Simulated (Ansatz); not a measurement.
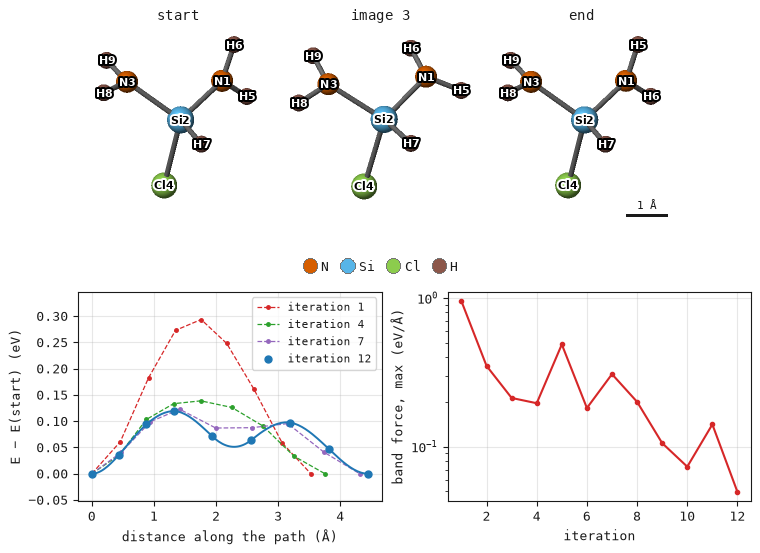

NEB run on SiN2H5Cl. Images are numbered from 0 (start) to 8 (end). The plot follows the band through its iterations. Style: ball-and-stick. Shown at a tilt.

Theory: RKS BHLYP-D4/6-31G* (Ansatz 0.2.0). Settings: 7 movable images; climbing image; force threshold 0.05 eV/Å; iteration limit 56; starting path by image-dependent pair potential.

Judge this run.

The run is converged, with reservations. The band converged in 12 iterations. The largest component of the band force went from 0.95 to 0.05 eV/Å. The climbing image converged on the top of the path. Its vibrational analysis gives one imaginary mode (250i cm⁻¹), as a transition state must have. The first iteration put the highest image at 0.294 eV. The barrier is about 0.119 eV in both directions, with image 3 at the top; the ends have the same energy. The profile has 2 maxima (images 3, 6) with a dip at image 5 (+0.064 eV), so the process runs in steps.

Cost: 5.2 min on 1 thread of Arm Neoverse V1, on a shared host, peak memory 0.17 GiB.
